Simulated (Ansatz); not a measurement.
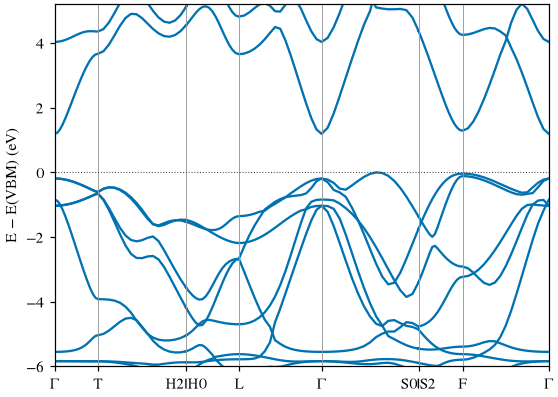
Figure. Band structure from DFT-r²SCAN in the program Ansatz with PAW potentials

Q: Read off the gap and where the band edges lie.

A: About 1.2 eV (1.19 eV by a search for the band edges); maximum on the Γ–S0 line, 58 % of the way from Γ, minimum at Γ.

Q: Pick the material that matches.
A) CdSiN2, R-3m (Cd on 3a, Si on 3b, N on 6c)
B) ZnSnN2, R-3m (Zn on 3a, Sn on 3b, N on 6c)
C) NbCuN2, R-3m (Nb on 3b, Cu on 3a, N on 6c)
D) B6P, R-3m (B on 18h, B on 18h, P on 6c)

A: B, ZnSnN2, R-3m (Zn on 3a, Sn on 3b, N on 6c)

The start of the workflow was typed in or built on a structure type; neither database checked (COD, Materials Project) lists it. Whether it is the stable phase at ambient conditions was not checked. The r²SCAN relaxation kept the symmetry of its start; its stability against distortions is not shown here. Its formation energy is positive at this level, so the cell may be metastable or incomplete. Scalar-relativistic: spin–orbit coupling is off unless named, which matters more the heavier the elements.

Potentials: the earlier of the program's two PAW sets.
